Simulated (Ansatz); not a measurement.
C2H6BClO: geometry relaxation (part 2 of 2)

Continued. System: C2H6BClO, SMILES CCB(O)Cl. Method: RKS PBE-D4/def2-SVP (Ansatz 0.2.0). The geometry: force-field start.

Geometry of the input (Å):
```
C  -0.9085  -0.0627  -0.9981
C  0.2123  -0.6663  -0.2808
B  0.8588  0.3536  0.7344
O  0.9749  0.0582  2.1730
Cl 1.7191  1.8776  0.1186
H  -0.6143  0.8709  -1.6076
H  -1.3861  -0.7549  -1.6976
H  -1.6942  0.3290  -0.2921
H  0.9829  -0.9744  -0.9750
H  -0.1434  -1.5539  0.2983
H  0.0639  0.4660  2.5476
```

Trajectory as extended XYZ, continued:
```
11
Properties=species:S:1:pos:R:3:forces:R:3 step=6 energy=-17401.69296 accepted=F
C    -0.9804   -0.0189   -1.0017    0.1339  -0.0028   0.2436
C     0.1989   -0.5914   -0.1761   -0.1274   0.1562  -0.2968
B     0.9220    0.4602    0.7610    0.1190  -0.2333  -0.7729
O     0.8712    0.5234    2.0999   -2.7536  -1.4454   2.1657
Cl    2.0008    1.6702   -0.0254   -0.1411  -0.1137   0.1606
H    -0.6888    0.9253   -1.5117   -0.0610  -0.1169   0.0137
H    -1.3055   -0.7522   -1.7683   -0.0780   0.1070  -0.0065
H    -1.8485    0.1985   -0.3400    0.0306   0.0397  -0.1530
H     0.9810   -0.9176   -0.8962    0.0101  -0.1323   0.0417
H    -0.1451   -1.5041    0.3605    0.1010   0.0736   0.1036
H     0.0599   -0.0503    2.5187    2.7665   1.6679  -1.4998
11
Properties=species:S:1:pos:R:3:forces:R:3 step=7 energy=-17401.84754
C    -0.9721   -0.0178   -1.0083    0.0657  -0.1146   0.1412
C     0.1963   -0.6075   -0.1863   -0.0858   0.1558  -0.2564
B     0.9160    0.4333    0.7618    0.0708  -0.2243  -0.3355
O     0.9009    0.4415    2.1112   -0.7489   0.2519   0.8321
Cl    1.9214    1.7129    0.0210    0.0539  -0.0258  -0.0567
H    -0.6658    0.9106   -1.5314   -0.0178  -0.0176  -0.0054
H    -1.3233   -0.7462   -1.7678   -0.0571   0.0746  -0.0129
H    -1.8334    0.2252   -0.3508   -0.0125   0.0535  -0.0771
H     0.9792   -0.9437   -0.9039   -0.0049  -0.0680   0.0649
H    -0.1455   -1.5175    0.3534    0.0436   0.0547   0.0884
H     0.0915    0.0522    2.5220    0.6929  -0.1404  -0.3826
11
Properties=species:S:1:pos:R:3:forces:R:3 step=8 energy=-17401.91673
C    -0.9691   -0.0176   -1.0039   -0.0076   0.0219   0.0564
C     0.1976   -0.6024   -0.1837    0.0410  -0.0478  -0.0804
B     0.9188    0.4401    0.7593    0.0175   0.0968   0.0775
O     0.8564    0.5140    2.1177   -0.9260  -0.4036   0.3065
Cl    1.9349    1.7024    0.0090    0.0659  -0.0007  -0.0469
H    -0.6648    0.9093   -1.5316    0.0096  -0.0201   0.0043
H    -1.3283   -0.7384   -1.7661   -0.0210   0.0120   0.0012
H    -1.8328    0.2354   -0.3544   -0.0023   0.0367  -0.0223
H     0.9780   -0.9593   -0.8935   -0.0174  -0.0417   0.0421
H    -0.1425   -1.5024    0.3746   -0.0051   0.0218   0.0495
H     0.1172   -0.0380    2.4931    0.8454   0.3247  -0.3878
11
Properties=species:S:1:pos:R:3:forces:R:3 step=9 energy=-17401.95150
C    -0.9553   -0.0096   -1.0239    0.0616   0.0242   0.0170
C     0.1829   -0.5980   -0.1666   -0.0060  -0.0194   0.0188
B     0.8955    0.4714    0.7621   -0.0334  -0.1687   0.0917
O     0.8652    0.4923    2.1259   -0.3797  -0.0796  -0.0038
Cl    1.8352    1.7771   -0.0172   -0.0145  -0.0399   0.1066
H    -0.6049    0.8853   -1.5785   -0.0287  -0.0209  -0.0019
H    -1.3281   -0.7438   -1.7668   -0.0330   0.0143   0.0153
H    -1.8158    0.3014   -0.3938    0.0247   0.0081  -0.0528
H     0.9668   -1.0169   -0.8387   -0.0180   0.0476   0.0128
H    -0.1938   -1.4672    0.4188   -0.0005   0.0475   0.0570
H     0.2177   -0.1490    2.4994    0.4275   0.1868  -0.2606
11
Properties=species:S:1:pos:R:3:forces:R:3 step=10 energy=-17401.97500
C    -0.9424   -0.0074   -1.0565   -0.0947   0.0405  -0.0095
C     0.1646   -0.5811   -0.1504    0.0660   0.0351  -0.0740
B     0.8740    0.4871    0.7779   -0.0953   0.0988  -0.0325
O     0.8610    0.4774    2.1381    0.0269  -0.0550   0.0045
Cl    1.7459    1.8625    0.0377   -0.0538  -0.0881   0.0335
H    -0.5591    0.8048   -1.7091    0.0403  -0.0375   0.0696
H    -1.3803   -0.7862   -1.7179    0.0517   0.0377   0.0598
H    -1.7769    0.4209   -0.4592    0.0552  -0.0230  -0.0366
H     0.9548   -1.0330   -0.7916    0.0056  -0.0172   0.0029
H    -0.2405   -1.4170    0.4597   -0.0336  -0.0446   0.0386
H     0.3642   -0.2849    2.4920    0.0317   0.0533  -0.0563
11
Properties=species:S:1:pos:R:3:forces:R:3 step=11 energy=-17401.97857
C    -0.9376   -0.0037   -1.0582   -0.0038  -0.0024  -0.0410
C     0.1562   -0.5878   -0.1451   -0.0172   0.0339   0.0229
B     0.8509    0.4945    0.7755    0.0847  -0.0192  -0.0082
O     0.8719    0.4739    2.1349   -0.0259  -0.0476   0.0272
Cl    1.7049    1.8732    0.0242   -0.0658  -0.0347   0.0264
H    -0.5276    0.8032   -1.6997   -0.0050  -0.0211   0.0222
H    -1.3715   -0.7781   -1.7235   -0.0013   0.0144  -0.0027
H    -1.7723    0.4348   -0.4722    0.0173  -0.0105  -0.0027
H     0.9507   -1.0465   -0.7772   -0.0113   0.0018   0.0179
H    -0.2585   -1.4180    0.4712   -0.0024   0.0141  -0.0136
H     0.3983   -0.3025    2.4909    0.0306   0.0713  -0.0483
11
Properties=species:S:1:pos:R:3:forces:R:3 step=13 energy=-17401.97964
C    -0.9247   -0.0021   -1.0712   -0.0253   0.0151   0.0593
C     0.1420   -0.5873   -0.1275   -0.0032   0.0067  -0.0496
B     0.8486    0.4994    0.7825   -0.0598  -0.0549  -0.1130
O     0.9060    0.4590    2.1389    0.0154  -0.0291   0.0159
Cl    1.6228    1.9100    0.0210    0.0395   0.0576  -0.0089
H    -0.4909    0.7926   -1.7096    0.0085   0.0040  -0.0153
H    -1.3648   -0.7732   -1.7359    0.0187  -0.0053   0.0129
H    -1.7556    0.4569   -0.4971   -0.0341   0.0079  -0.0281
H     0.9309   -1.0764   -0.7432    0.0391  -0.0038   0.0346
H    -0.2978   -1.3996    0.4951    0.0028   0.0139   0.0022
H     0.4489   -0.3364    2.4676   -0.0014  -0.0120   0.0900
11
Properties=species:S:1:pos:R:3:forces:R:3 step=14 energy=-17401.98172
C    -0.9271   -0.0007   -1.0743    0.0099   0.0048   0.0100
C     0.1382   -0.5859   -0.1286   -0.0345   0.0166  -0.0082
B     0.8441    0.4982    0.7825   -0.0057  -0.0080  -0.0423
O     0.9135    0.4539    2.1394   -0.0057  -0.0529   0.0051
Cl    1.6184    1.9147    0.0231   -0.0013   0.0007   0.0165
H    -0.4884    0.7896   -1.7163   -0.0086  -0.0077   0.0010
H    -1.3630   -0.7757   -1.7368    0.0045  -0.0006   0.0013
H    -1.7627    0.4624   -0.5091    0.0051  -0.0081  -0.0133
H     0.9323   -1.0761   -0.7373    0.0095   0.0027   0.0155
H    -0.3033   -1.3963    0.4956    0.0047   0.0127  -0.0050
H     0.4635   -0.3411    2.4825    0.0221   0.0398   0.0194
11
Properties=species:S:1:pos:R:3:forces:R:3 step=15 energy=-17401.98163 accepted=F
C    -0.9198   -0.0002   -1.0845   -0.2038   0.0328  -0.2040
C     0.1186   -0.5757   -0.1248    0.1431  -0.1005   0.1648
B     0.8340    0.5016    0.7831    0.0390  -0.0173   0.0270
O     0.9501    0.4311    2.1354    0.0318   0.0618   0.0272
Cl    1.5792    1.9395    0.0353   -0.0068   0.0006  -0.0084
H    -0.4742    0.7806   -1.7314    0.0137   0.0238  -0.0155
H    -1.3478   -0.7827   -1.7443   -0.0084   0.0205  -0.0065
H    -1.7641    0.4693   -0.5395   -0.0139   0.0134   0.0005
H     0.9171   -1.0886   -0.7098    0.0145   0.0140   0.0060
H    -0.3386   -1.3717    0.5058    0.0057  -0.0024   0.0142
H     0.5108   -0.3600    2.4954   -0.0148  -0.0468  -0.0054
11
Properties=species:S:1:pos:R:3:forces:R:3 step=16 energy=-17401.98296
C    -0.9272   -0.0006   -1.0815   -0.0186   0.0057  -0.0265
C     0.1289   -0.5808   -0.1261   -0.0032  -0.0043   0.0239
B     0.8405    0.4987    0.7842    0.0082   0.0036   0.0020
O     0.9329    0.4432    2.1398    0.0002  -0.0166  -0.0031
Cl    1.6050    1.9232    0.0292   -0.0064  -0.0023   0.0062
H    -0.4852    0.7863   -1.7250    0.0002  -0.0017   0.0006
H    -1.3578   -0.7791   -1.7436    0.0042   0.0007   0.0004
H    -1.7681    0.4646   -0.5265    0.0059  -0.0045  -0.0036
H     0.9280   -1.0779   -0.7232    0.0005   0.0027   0.0028
H    -0.3173   -1.3862    0.5007   -0.0030   0.0045  -0.0021
H     0.4857   -0.3484    2.4926    0.0121   0.0122  -0.0007
11
Properties=species:S:1:pos:R:3:forces:R:3 step=17 energy=-17401.98454
C    -0.9214    0.0016   -1.1039   -0.0433   0.0048  -0.0547
C     0.0991   -0.5702   -0.1097    0.0204  -0.0416   0.0462
B     0.8230    0.5067    0.7929    0.0739  -0.0178   0.1367
O     0.9907    0.4141    2.1426   -0.0067   0.0547  -0.1362
Cl    1.5328    1.9612    0.0379   -0.0278  -0.0295   0.0363
H    -0.4533    0.7729   -1.7478   -0.0039   0.0007   0.0030
H    -1.3381   -0.7851   -1.7648   -0.0067   0.0000  -0.0040
H    -1.7750    0.4835   -0.5828    0.0219  -0.0075  -0.0053
H     0.9066   -1.0970   -0.6732   -0.0297   0.0254   0.0162
H    -0.3726   -1.3553    0.5254    0.0059   0.0217  -0.0136
H     0.5737   -0.3894    2.5041   -0.0041  -0.0111  -0.0248
11
Properties=species:S:1:pos:R:3:forces:R:3 step=19 energy=-17401.98558
C    -0.9204    0.0005   -1.1115   -0.0267   0.0069  -0.0167
C     0.0919   -0.5654   -0.1040    0.0104  -0.0177   0.0097
B     0.8222    0.5095    0.7970    0.0326  -0.0013   0.0722
O     1.0052    0.4078    2.1425   -0.0093   0.0039  -0.0704
Cl    1.5157    1.9739    0.0505   -0.0144  -0.0040   0.0001
H    -0.4470    0.7647   -1.7597    0.0048  -0.0006   0.0021
H    -1.3371   -0.7909   -1.7672    0.0030   0.0043   0.0047
H    -1.7742    0.4906   -0.5991    0.0104  -0.0042  -0.0051
H     0.8987   -1.1010   -0.6590   -0.0083   0.0084   0.0103
H    -0.3874   -1.3428    0.5338   -0.0008   0.0052  -0.0027
H     0.5979   -0.4038    2.4973   -0.0017  -0.0010  -0.0041
11
Properties=species:S:1:pos:R:3:forces:R:3 step=20 energy=-17401.98633
C    -0.9147    0.0016   -1.1261   -0.0137   0.0025   0.0020
C     0.0738   -0.5588   -0.0916    0.0151  -0.0062  -0.0159
B     0.8151    0.5137    0.8037   -0.0008   0.0120   0.0714
O     1.0432    0.3887    2.1406   -0.0191  -0.0157  -0.0706
Cl    1.4575    2.0046    0.0642   -0.0026  -0.0117   0.0052
H    -0.4217    0.7495   -1.7792    0.0014  -0.0090   0.0108
H    -1.3295   -0.7967   -1.7749    0.0029   0.0088   0.0081
H    -1.7709    0.5106   -0.6362    0.0172  -0.0084  -0.0082
H     0.8819   -1.1164   -0.6239   -0.0146   0.0045   0.0108
H    -0.4249   -1.3188    0.5525    0.0020   0.0050  -0.0050
H     0.6556   -0.4348    2.4916    0.0122   0.0182  -0.0086
11
Properties=species:S:1:pos:R:3:forces:R:3 step=21 energy=-17401.98655
C    -0.9116    0.0015   -1.1341    0.0029   0.0053   0.0135
C     0.0639   -0.5548   -0.0850    0.0072  -0.0010  -0.0250
B     0.8093    0.5172    0.8080   -0.0065   0.0144   0.0498
O     1.0620    0.3792    2.1387   -0.0193  -0.0305  -0.0519
Cl    1.4262    2.0216    0.0741   -0.0028  -0.0119   0.0053
H    -0.4068    0.7386   -1.7906   -0.0035  -0.0109   0.0109
H    -1.3272   -0.8005   -1.7776    0.0031   0.0080   0.0077
H    -1.7674    0.5229   -0.6568    0.0161  -0.0089  -0.0085
H     0.8725   -1.1244   -0.6038   -0.0135   0.0024   0.0076
H    -0.4456   -1.3048    0.5623    0.0031   0.0033  -0.0022
H     0.6902   -0.4535    2.4857    0.0130   0.0300  -0.0072
11
Properties=species:S:1:pos:R:3:forces:R:3 step=22 energy=-17401.98669
C    -0.9093    0.0016   -1.1378    0.0109   0.0044   0.0163
C     0.0596   -0.5534   -0.0822   -0.0048   0.0029  -0.0219
B     0.8054    0.5189    0.8099    0.0020   0.0122   0.0225
O     1.0723    0.3735    2.1364   -0.0193  -0.0238  -0.0251
Cl    1.4071    2.0314    0.0798   -0.0030  -0.0124   0.0056
H    -0.3977    0.7315   -1.7969   -0.0051  -0.0085   0.0072
H    -1.3277   -0.8018   -1.7774    0.0014   0.0034   0.0034
H    -1.7629    0.5312   -0.6663    0.0089  -0.0055  -0.0066
H     0.8677   -1.1295   -0.5943   -0.0074   0.0021   0.0056
H    -0.4555   -1.2982    0.5668    0.0028   0.0021  -0.0013
H     0.7064   -0.4620    2.4826    0.0137   0.0231  -0.0056
```

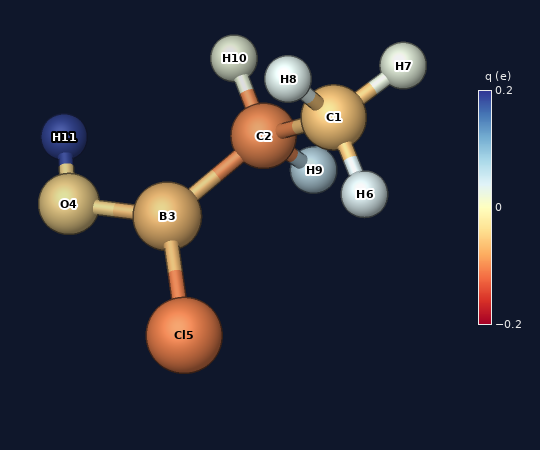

Mulliken charges, as the colour of each atom (ball-and-stick view, seen at a tilt; atoms are numbered from 1 in the order of the input). By element: C −0.10 to −0.06, B −0.06, O −0.04, Cl −0.10 and H +0.02 to +0.19 e.
